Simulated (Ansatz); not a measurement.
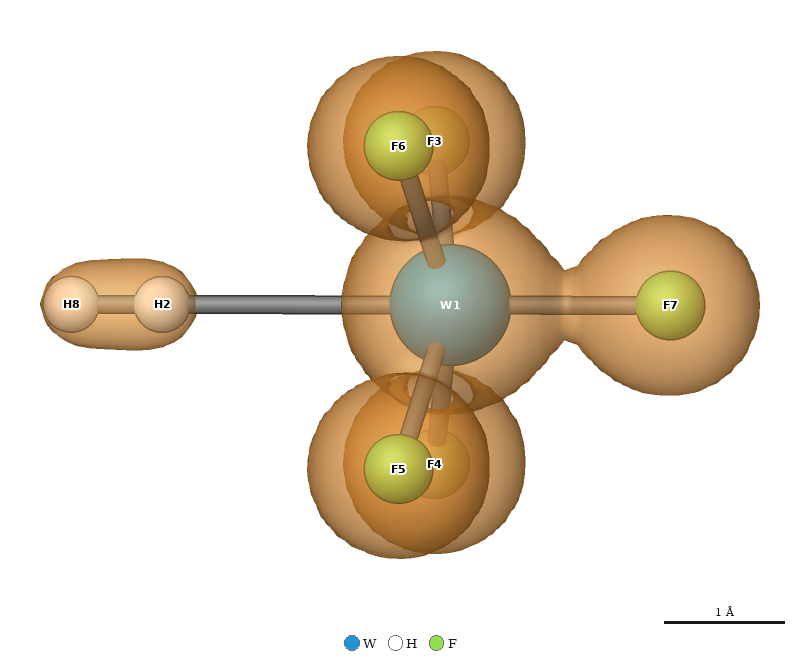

Figure 1: F5H2W (doublet). Isosurface of the electron density at 0.8 e/Å³ (orange), seen across its widest extent.

Core potentials replace the inner electrons of W.

All numbers below come from UKS PBE-D4/def2-SVP in Ansatz 0.2.0.

```yaml
atoms:
  - { symbol: W, position_ang: [0.0000, 0.0000, -0.2345] }
  - { symbol: H, position_ang: [0.0000, 0.0000, 2.2032] }
  - { symbol: F, position_ang: [1.8615, -0.0563, 0.0511] }
  - { symbol: F, position_ang: [-0.0563, 1.8615, 0.0511] }
  - { symbol: F, position_ang: [-1.8615, 0.0563, 0.0511] }
  - { symbol: F, position_ang: [0.0563, -1.8615, 0.0511] }
  - { symbol: F, position_ang: [0.0000, 0.0000, -2.0945] }
  - { symbol: H, position_ang: [0.0000, 0.0000, 2.9715] }
```

How is the density connected at this value?

At this value the surface falls into two separate pieces. It bridges the shortest W–F (1.86 Å) and H–H (0.77 Å) contacts, where the density stays above the isovalue. It is pinched off along the shortest W–H (2.44 Å) contacts. On the grid the lowest density along these lines, outside the cores, is 1 e/Å³ (W–F, 1.86 Å), 1.6 e/Å³ (H–H, 0.77 Å) and 0.09 e/Å³ (W–H, 2.44 Å).
